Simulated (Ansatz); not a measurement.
# Phonon transport in Tm (P6_3/mmc), part 2 of 3

Aim: the lattice thermal conductivity of Tm against temperature, and which phonons carry it.

Ansatz 0.2.0; DFT PBE, scalar-relativistic, plane waves, norm-conserving pseudopotentials, 4f in core.

So far. Step 2 (A first coarse run): The start is under -0.058 GPa at this level and looks like a metal on this mesh. Step 4 (Relaxing to small residual forces and stress): The residual pressure is 1.5e-4 GPa, small enough for phonons. The relaxed cell has a = 3.546, c = 5.503 Å (conventional setting).

### 5. A first look at the harmonic spectrum

Third-order constants cost many supercell runs, so a linear-response run first checks that the crystal is harmonically stable.

input.yaml reads:

```yaml
crystal:
  lattice:
    - [3.5462536589, 0.0, 0.0]
    - [-1.7731268294, 3.0711457569, 0.0]
    - [0.0, 0.0, 5.5027838765]
  atoms:
    - { symbol: Tm, position: [0.3333333333, 0.6666666667, 0.25] }
    - { symbol: Tm, position: [0.6666666667, 0.3333333333, 0.75] }
kpoints:
  mp_grid: { grid: [12, 12, 8] }
hamiltonian:
  xc: pbe
  pseudopotentials:
    kind: nc
    azcp: { Tm: "pseudopotentials/pbe/nc/lanthanide_3plus/Tm.nc.azcp" }
scf:
  occupations: { method: methfessel_paxton, width: 0.2 }
  lower_state_search: "off"
output:
  eigenvalues: true
phonons:
  method: dfpt
  qmesh: [3, 3, 2]
  temperatures: { t_max: 1000, t_step: 50 }
  qpath:
    path:
      - [[0.0, 0.0, 0.0], [0.5, 0.0, 0.0], [0.33333333, 0.33333333, 0.0], [0.0, 0.0, 0.0], [0.0, 0.0, 0.5], [0.5, 0.0, 0.5], [0.33333333, 0.33333333, 0.5], [0.0, 0.0, 0.5]]
      - [[0.5, 0.0, 0.5], [0.5, 0.0, 0.0]]
      - [[0.33333333, 0.33333333, 0.0], [0.33333333, 0.33333333, 0.5]]
    npoints: 10
```

Command:

```sh
$ ansatz run input.yaml --threads 18 --pin off --max-ram 92160MiB --backend cuda --events-out ev --progress --plain --runs-dir out
```

Numbers of over 12 decimals in the logs are rounded to 6 here.

Output:

```text
[...]
GPU FFT provider: cuFFT
GPU libraries: cuBLAS 13.8.1, cuFFT 12.4.0, cuSOLVER 12.3.2
[...]
Crystal: 2 atoms, lattice volume = 59.931 Å³
Basis set: ecut = 680.284656 eV, 2417 PW (Γ), exchange–correlation on 64×64×96 points (8 copies of the dense FFT grid, shifted against one another)
Bands: 15, of which v1, the nominal top of the filled ones, is band 11 counted from 1 (10 counted from 0)
Symmetry: 24 space group operations
k-points: 95 of 1152
[...]
GPU buffer pool allocated for 49152 grid points (all kernels)
[...]
SCF iter   1: F=—  HF=-2495.746435 eV  |F-HF|=—  |Δ(HF+E_count)|=         —  Δρ=1.42e-2  dr2=1.73e-1  ethr=3.10e-3  ⟨swp⟩=5.0  Hψ=6287  notcnv=0
[...]
SCF iter   8: F=-2495.712007 eV  HF=-2495.712007 eV  |F-HF|=9.09e-13  |Δ(HF+E_count)|=  3.59e-11  S|Δr|=    0.00e0  Δρ=1.05e-7  dr2=5.88e-12  ethr=1.00e-12  ⟨swp⟩=5.8  Hψ=6690  notcnv=0
SCF 1 converged in 8 iterations: F = -2495.712007 eV  dr2 = 5.88e-12
[...]
NSCF: frozen V_eff on 95 k-points, pencils in batches of 32, up to order 60
[...]
NSCF: frozen V_eff on 95 k-points
[...]
DFPT response loops at q = (0, 0, 0) (fractional): preconditioner auto → Kerker (q_TF=auto, 2.309 Å⁻¹) (partly filled bands, converged f_vac=0.000); β = 1.00, the filter's whole step (`scf.mixing.beta` (0.50) is not read by the response loops under this deck's `scf.mixing.preconditioner`; to damp them name `kerker` or `kerker_dos`, under which they read `scf.mixing.beta`, and type it under 1.00, their step now; both keys bind the ground state too); Anderson in place of MSR1; while a model of the screening serves, it and β = 1 on shorter waves in the place of filter and β
[...]
SCF converged after 8 iterations
[...]
Free energy (F): -2495.712007 eV
[...]
Internal energy: -2495.710376 eV  (E = F + TS)
E sigma→0 (E₀):  -2495.711599 eV
Entropy (-TS):   -0.001631 eV (-0.816 meV/atom)
Fermi energy:    10.217483 eV
[...]
--- Band table (eV; the first three rows and the last of 95) ---
  k-point 0: bands = [... 7 lower, -14.8180, 4.5484, 7.9397, 11.1667, 12.2552, 12.2552, 12.7364, 13.0008]
  k-point 1: bands = [... 7 lower, -14.8437, 4.6664, 7.8342, 11.0755, 12.1800, 12.1800, 12.6129, 12.8884]
  k-point 2: bands = [... 7 lower, -14.8771, 5.0094, 7.4865, 10.9670, 12.0737, 12.0737, 12.2770, 12.6303]
  k-point 94: bands = [... 7 lower, -14.9247, 9.6292, 9.6292, 9.7758, 9.7758, 10.6614, 10.6614, 13.4674]
--- Phonons (Γ-DFPT): 2 representative perturbations + reference (Σ response iterations 5) ---
  ASR residual: 1.785e-5 → 0.000e0 eV/Å²; symmetrization residual: 1.593e-10 eV/Å²
  ASR residual per site (eV/Å²): 1.78e-5 1.78e-5
  Γ frequencies (cm⁻¹): 0.00 0.00 0.00 69.90 69.90 118.99
--- Phonons (arbitrary-q DFPT): 6 irreducible q on the 3×3×2 mesh ---
  q = [0.0000, 0.0000, 0.0000] (star 1, of the zone-centre solve; hermiticity 3.62e-11, symmetrization 1.81e-11): -0.00 0.00 0.00 69.90 69.90 118.99
  q = [0.0000, 0.0000, -0.5000] (star 1, 2 solved perturbations in 275 linear systems a pass and spin channel, the states on 95 of 1152 k-point pairs; hermiticity 1.28e-9, symmetrization 6.38e-10): 49.71 49.71 49.71 49.71 83.82 83.82
[...]
sum rule: each row above includes the acoustic sum rule's correction from the zone centre's row sums; it moved no ω² by more than (0.17 cm⁻¹)²
  mesh force constants: q→R imaginary residual 0.00e0; ASR residual 1.785e-5 → 0.000e0 eV/Å²; symmetrization residual 3.553e-15 eV/Å²
  interpolated dispersion: 93 rows × 6 modes
  density of states and harmonic sums: on the 21×21×12 q-mesh, interpolated from the force constants of a 3×3×2 supercell (no non-analytic term)
  largest difference from the sums on the solved wave vectors: F 4.76e-2 eV, S 6.19e-5 and C_V 1.43e-5 eV/K
  zero-point energy: 0.029570 eV/cell   skipped modes (ω ≤ 0): 3   left out of the sums: 9.45e-5 of the cell's modes: C_V's classical limit lies that fraction below 3 k_B per atom; for a crystal, a wire or a layer, F and S can be off by more, and a phonons.interpolated_qmesh denser along its periods is the remedy for the sampling
```

Run time: 4.3 s. Hardware: 1 × NVIDIA GB200 with 18 threads of Arm Neoverse V2, shared host; peak memory 2.3 GiB; 14 s of CPU time.

This step gave:

| Property | Result |
| --- | --- |
| Γ frequencies | 0, 0, 0, 69.9, 69.9, 119.0 cm⁻¹ (negative: imaginary) |
| lowest frequency on the path | 0 cm⁻¹ |
| zero-point energy | 0.02957 eV/cell |
| point group | 6/mmm |
| highest frequency | 119.2 cm⁻¹ |
| Debye temperature from the second moment | 153 K |

No LO-TO term. The phonon branches at the labelled points (cm⁻¹):

```
    point  branch 1  branch 2  branch 3  branch 4  branch 5  branch 6
        Γ         0         0         0        70        70       119
        M        60        68        98        98       101       110
        K        83        83        89        89        97       105
        Γ         0         0         0        70        70       119
        A        50        50        50        50        84        84
        L        64        64        75        75       107       107
        H        52        52        95        95        99        99
        A        50        50        50        50        84        84
jump to L        64        64        75        75       107       107
        M        60        68        98        98       101       110
jump to K        83        83        89        89        97       105
        H        52        52        95        95        99        99
```

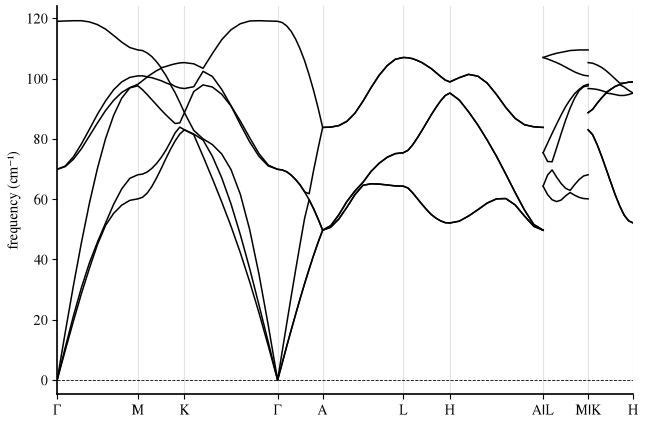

Phonon branches along the path.

Tetrahedra on 21 21 12, mean over bins of 1 cm⁻¹. Phonon density of states against wavenumber; read off at these points:

```
wavenumber (cm⁻¹)  phonon density of states (1/cm⁻¹/cell)
                5                                  1.0e-4
               10                                  5.1e-4
               15                                 0.00142
               20                                 0.00279
               25                                 0.00462
               30                                 0.00727
               35                                  0.0109
               40                                  0.0162
               45                                  0.0243
               50                                  0.0398
               55                                  0.0942
               60                                  0.0979
               65                                  0.0849
               70                                  0.0742
               75                                  0.0798
               80                                  0.0875
               85                                   0.101
               90                                  0.0848
               95                                  0.0913
              100                                   0.130
              105                                   0.101
              110                                  0.0547
              115                                  0.0255
```

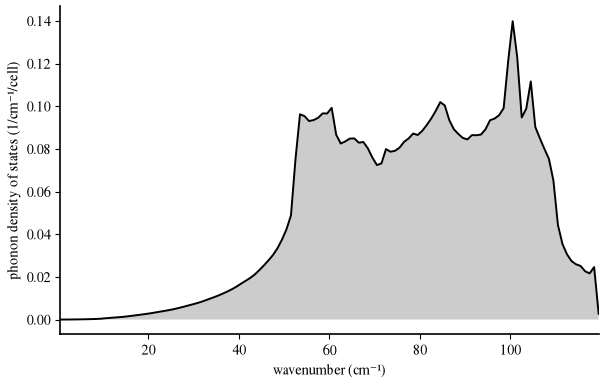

Phonon density of states, plotted against wavenumber.

Lowest modes at the softest wavevector of the mesh; phase exp(i q.(R + tau)). Modes at q = (0.000, 0.000, 0.500):

```
mode  frequency (cm⁻¹)
   1              49.7
   2              49.7
   3              49.7
   4              49.7
   5              83.8
   6              83.8
```

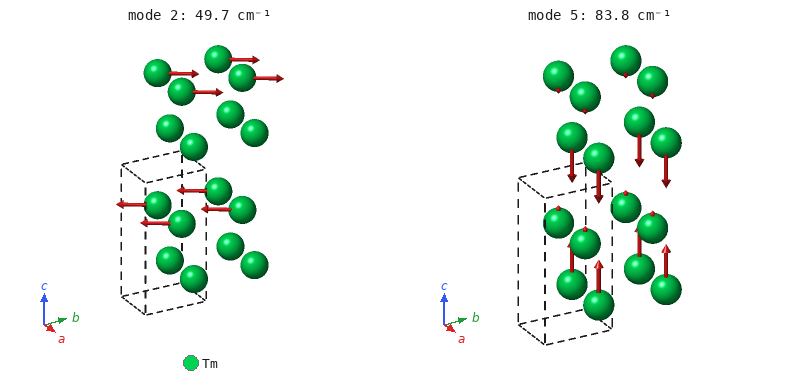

Displacement patterns of modes 2 and 5 at q = (0.000, 0.000, 0.500); arrows are exaggerated. 2×2×2 cells are drawn.

Harmonic. Thermo, by row:

```
T (K)  F_vib (meV/atom)  S (J/mol-atom/K)  C_V (J/mol-atom/K)
    0             14.78                 0                   0
   50             13.03              10.3               16.36
  100               3.9                24               22.27
  150             -11.1             33.35                23.7
  200            -30.25             40.26               24.23
  250            -52.57             45.69               24.48
  300            -77.44             50.17               24.62
  350            -104.5             53.97                24.7
  400            -133.3             57.27               24.76
  450            -163.7             60.19                24.8
  500            -195.6             62.81               24.82
  550            -228.8             65.17               24.84
  600            -263.1             67.34               24.86
  650            -298.6             69.33               24.87
  700              -335             71.17               24.88
  750            -372.3             72.89               24.89
  800            -410.5             74.49                24.9
  850            -449.5                76                24.9
  900            -489.2             77.43               24.91
  950            -529.7             78.77               24.91
 1000            -570.9             80.05               24.91
```

No mode is imaginary beyond numerical noise at the solved wavevectors.

### 6. Anharmonic force constants and conductivity

Pairs of atoms inside the cutoff are displaced in a supercell, the forces give the cubic constants, and these give the three-phonon rates of the Boltzmann equation.

Edit input.yaml of step 5 so:

```diff
@@ -21,4 +21,4 @@
 phonons:
-  method: dfpt
-  qmesh: [3, 3, 2]
+  method: fd
+  supercell: [3, 3, 2]
   temperatures: { t_max: 1000, t_step: 50 }
@@ -30 +30,7 @@
     npoints: 10
+  third_order: { supercell: [3, 3, 2], pair_cutoff: 3.696 }
+  lattice_thermal_conductivity:
+    qmesh: [21, 21, 11]
+    temperatures: [50.0, 100.0, 150.0, 200.0, 300.0, 400.0, 500.0, 600.0, 800.0, 1000.0]
+    isotope_mass_variance: [{ species: Tm, variance: 0.0 }]
+  dielectric: false
```

Output:

```text
[...]
Crystal: 36 atoms, lattice volume = 1078.761 Å³
Basis set: ecut = 680.284656 eV, 43523 PW (Γ), exchange–correlation on 192×192×192 points (8 copies of the dense FFT grid, shifted against one another)
Bands: 270, of which v1, the nominal top of the filled ones, is band 198 counted from 1 (197 counted from 0)
Symmetry: 432 space group operations
k-points: 12 of 64
[...]
SCF iter   1: F=—  HF=-44922.816125 eV  |F-HF|=—  |Δ(HF+E_count)|=         —  Δρ=1.74e-8  dr2=2.43e-12  ethr=1.00e-12  ⟨swp⟩=3.0  Hψ=8080  notcnv=0
[...]
SCF iter   2: F=-44922.816125 eV  HF=-44922.816125 eV  |F-HF|=7.28e-12  |Δ(HF+E_count)|=  1.46e-11  S|Δr|=    0.00e0  Δρ=1.08e-8  dr2=1.09e-12  ethr=1.00e-12  ⟨swp⟩=2.0  Hψ=5634  notcnv=0
SCF 1 converged in 2 iterations: F = -44922.816125 eV  dr2 = 1.09e-12
[...]
Symmetry: 1 space group operations
k-points: 36 of 64 (time reversal used)
[...]
SCF iter   2: F=—  HF=-44922.813912 eV  |F-HF|=—  |Δ(HF+E_count)|=   3.10e-6  S|Δr|=    0.00e0  Δρ=1.31e-5  dr2=8.81e-6  ethr=2.17e-8  ⟨swp⟩=1.3  Hψ=8480  notcnv=0  defer=39
[...]
SCF iter   8: F=-44922.816112 eV  HF=-44922.816112 eV  |F-HF|=0.00e0  |Δ(HF+E_count)|=  7.28e-12  S|Δr|=    0.00e0  Δρ=5.38e-9  dr2=1.34e-12  ethr=1.00e-12  ⟨swp⟩=6.2  Hψ=35960  notcnv=0
SCF 2 converged in 8 iterations: F = -44922.816112 eV  dr2 = 1.34e-12
[...]
SCF iter   3: F=-44922.816125 eV  HF=-44922.816125 eV  |F-HF|=1.46e-11  |Δ(HF+E_count)|=  4.37e-11  S|Δr|=    0.00e0  Δρ=4.94e-8  dr2=2.13e-11  ethr=1.00e-12  ⟨swp⟩=1.0  Hψ=6551  notcnv=0
SCF 3 converged in 3 iterations: F = -44922.816125 eV  dr2 = 2.13e-11
concurrent solve slots: 8 of 9 are kept, ahead of what memory takes: no pass of the eigensolver takes more rounds on 8
[...]
SCF iter   1: F=—  HF=-44922.813045 eV  |F-HF|=—  |Δ(HF+E_count)|=         —  Δρ=3.55e-4  dr2=1.15e-2  ethr=2.73e-6  ⟨swp⟩=2.2  Hψ=34377  notcnv=0  defer=10
[...]
SCF iter   2: F=—  HF=-44922.812458 eV  |F-HF|=—  |Δ(HF+E_count)|=   5.87e-4  S|Δr|=    0.00e0  Δρ=1.54e-4  dr2=1.37e-3  ethr=2.73e-6  ⟨swp⟩=1.3  Hψ=7068  notcnv=0  defer=10
[...]
SCF 4 converged in 8 iterations: F = -44922.814285 eV  dr2 = 1.66e-10
[...]
--- Phonons: 1 displaced member + reference (amplitude 0.0025 Å, Σ member SCF iterations 8) ---
  symmetry images taken by strict's conditions (phonons.symmetry_images: auto; settled by no image being taken that strict refuses)
  ASR residual: 3.122e-5 → 0.000e0 eV/Å²; symmetrization residual: 1.873e-5 eV/Å²
  largest component of a force at the reference: 1.9e-17 eV/Å
  ASR residual per site (eV/Å²): 3.12e-5 3.12e-5
  Γ frequencies (cm⁻¹): 0.00 0.00 0.00 69.90 69.90 118.99
[...]
--- Third-order force constants: 63 member SCFs in a 3×3×2 supercell (pair cutoff 3.696 Å, amplitude 0.03 Å, SCF threshold 1.00e-9 eV, Σ member SCF iterations 505) ---
[...]
sum-rule residual: 2.469e-1 → 4.940e-15 eV/Å³; symmetrization residual: 2.497e-3 eV/Å³; largest sum-rule correction relative to its orbit: 8.367e-2, on the orbit of the block of home site 0 with site 0 of cell (-1, -1, 0) and site 0 of cell (-1, -1, 0), whose norm before the correction was 3.822e0 eV/Å³
--- Lattice thermal conductivity: 21×21×11 mesh (288 irreducible points), tetrahedron method ---
  three-phonon and isotope scattering only; four-phonon, boundary and, in a metal, phonon-electron scattering are left out
  each conductivity is what the modes' populations carry and what the coherences between them add
  conductivity (a third of the tensor's trace), W/(m K), in the relaxation-time approximation and from the full solution:
       T (K)   relaxation time   full solution  iterations             ending  least Ritz value
       50.00           45.3130         57.7051          11          converged          4.195e-1
      100.00           25.4360         32.2784          11          converged          4.208e-1
      150.00           17.4205         22.0885          11          converged          4.210e-1
      200.00           13.2002         16.7309          11          converged          4.211e-1
      300.00            8.8741         11.2425          11          converged          4.212e-1
      400.00            6.6817          8.4619          11          converged          4.212e-1
      500.00            5.3596          6.7852          11          converged          4.212e-1
      600.00            4.4763          5.6649          11          converged          4.212e-1
      800.00            3.3709          4.2628          11          converged          4.212e-1
     1000.00            2.7076          3.4213          11          converged          4.212e-1
```

Run time: 3.7 min. Hardware: 1 × NVIDIA GB200 with 18 threads; peak memory 8.7 GiB.

This step gave:

```yaml
kappa_at_300_k_relaxation_time: 8.875 W/m/K
kappa_at_300_k_full_solution: 11.24 W/m/K
dipole_term: none
mean_free_path_at_half_of_kappa: 29.9 nm
share_of_kappa_above_the_three_lowest_branches: 0.32
third_order_blocks: 170
periodic_aliases_dropped: 12
largest_relative_sum_rule_correction: 0.08367
displaced_cells_third_order: 63
```

No LO-TO term. Phonon branches along the path, in cm⁻¹:

(Unchanged from step 5.)

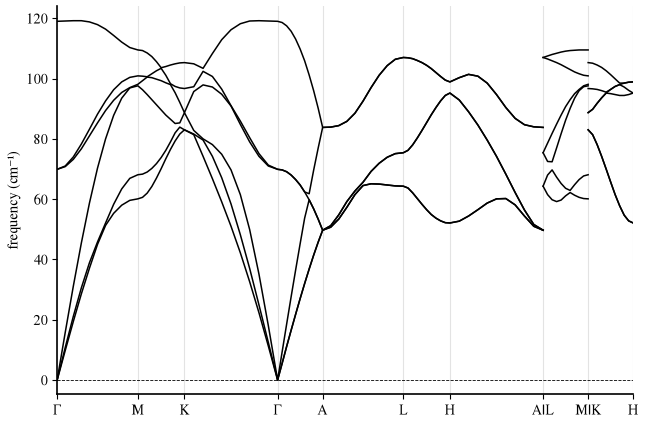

Phonon branches along the path.

W/m/K. Kappa, by row:

```
T (K)  RTA xx  RTA yy  RTA zz  full xx  full yy  full zz  coherence part xx  coherence part yy  coherence part zz     ending  iterations  least Ritz value
   50   41.15   41.15   53.63    51.94    51.94    69.23           0.007007           0.007007           0.003712  converged          11             0.419
  100   22.94   22.94   30.43    28.84    28.84    39.15             0.0156             0.0156            0.01022  converged          11             0.421
  150   15.69   15.69   20.88    19.71    19.71    26.86             0.0208             0.0208            0.01533  converged          11             0.421
  200   11.89   11.89   15.83    14.92    14.92    20.36            0.02409            0.02409            0.01946  converged          11             0.421
  300   7.988   7.988   10.65    10.02    10.02    13.69            0.02774            0.02774            0.02572  converged          11             0.421
  400   6.014   6.014   8.016    7.541    7.541     10.3            0.02973            0.02973            0.03032  converged          11             0.421
  500   4.824   4.824   6.431    6.046    6.046    8.263            0.03113            0.03113            0.03399  converged          11             0.421
  600   4.029   4.029   5.371    5.048    5.048    6.899            0.03226            0.03226            0.03714  converged          11             0.421
  800   3.033   3.033   4.046    3.798    3.798    5.193            0.03415            0.03415            0.04262  converged          11             0.421
 1000   2.436   2.436   3.251    3.048    3.048    4.169            0.03578            0.03578            0.04743  converged          11             0.421
```

The lattice thermal conductivity by temperature:

```
temperature (K)  RTA xx (W/m/K)  RTA zz (W/m/K)  full xx (W/m/K)  full zz (W/m/K)
             50            41.1            53.6             51.9             69.2
            100            22.9            30.4             28.8             39.1
            150            15.7            20.9             19.7             26.9
            200            11.9            15.8             14.9             20.4
            300            7.99            10.7             10.0             13.7
            400            6.01            8.02             7.54             10.3
            500            4.82            6.43             6.05             8.26
            600            4.03            5.37             5.05             6.90
            800            3.03            4.05             3.80             5.19
           1000            2.44            3.25             3.05             4.17
```

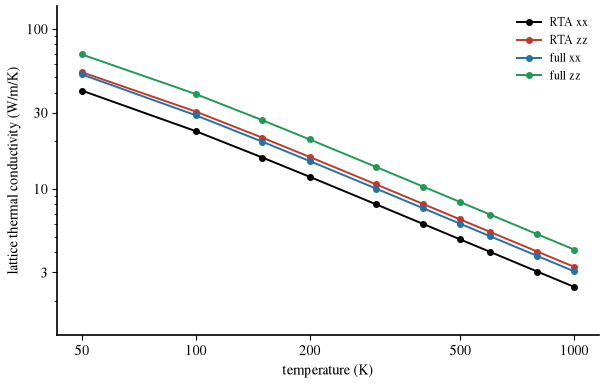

Lattice thermal conductivity, plotted against temperature.

Phonopy on the run's constants, 19x19x11 mesh, Gaussian sigma 2.0 cm⁻¹. Table of modes, Tm by wavenumber; read off at these points:

```
wavenumber (cm⁻¹)  modes, Tm (1/cm⁻¹/cell)
            -10.0                        0
              0.0                   1.5e-4
             10.0                   7.7e-4
             20.0                  0.00307
             30.0                  0.00795
             40.0                   0.0167
             50.0                   0.0469
             58.2                   0.0924
             60.0                   0.0910
             70.0                   0.0788
             80.0                   0.0886
             90.0                   0.0884
            100.0                    0.116
            110.0                   0.0541
            120.0                  0.00861
            130.0                        0
```

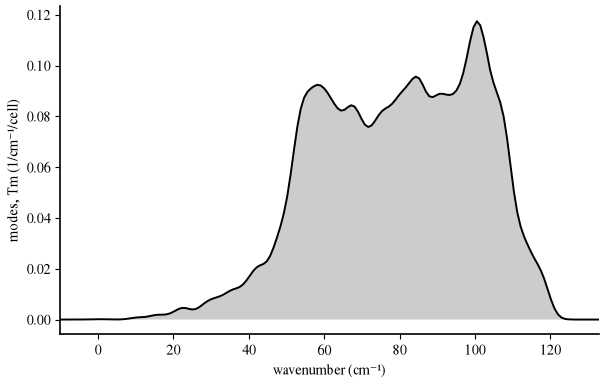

Modes, Tm, plotted against wavenumber.

Distinct triplets, nearest first. Third order norms, by row:

```
   sites  side 1 (Å)  side 2 (Å)  side 3 (Å)  norm of the 27 components (eV/Å³)
Tm-Tm-Tm           0           0           0                               4.33
Tm-Tm-Tm           0        3.43        3.43                              4.037
Tm-Tm-Tm        3.43        3.43        3.55                              0.401
Tm-Tm-Tm           0        3.55        3.55                              3.816
Tm-Tm-Tm        3.55        3.55        3.55                              0.466
```

RTA, 300 K. Kappa by branch, by row:

```
branch (by rank)  mean frequency (THz)  mean rms speed (km/s)  median lifetime (ps)  share of kappa
               1                  1.61                   0.97                  7.89           0.115
               2                  1.82                   1.16                  18.4           0.234
               3                   2.3                   1.17                  23.2           0.331
               4                  2.57                   0.87                  23.1           0.174
               5                  2.79                    0.8                    10           0.124
               6                  3.21                   0.63                  3.08           0.022
```

[end of part 2 of 3]

[Logs are printed without paths, hosts, clocks, repeated set-up lines and the standing remarks that a program may print on its own settings, such as how far it seeks lower states.]

[Hosts, paths, dates, database ids (printed as entryN), source tags and the programs' standing remarks are cut or masked in the printed files.]

[A step with changed settings may run another functional than the one named; its input shows which.]
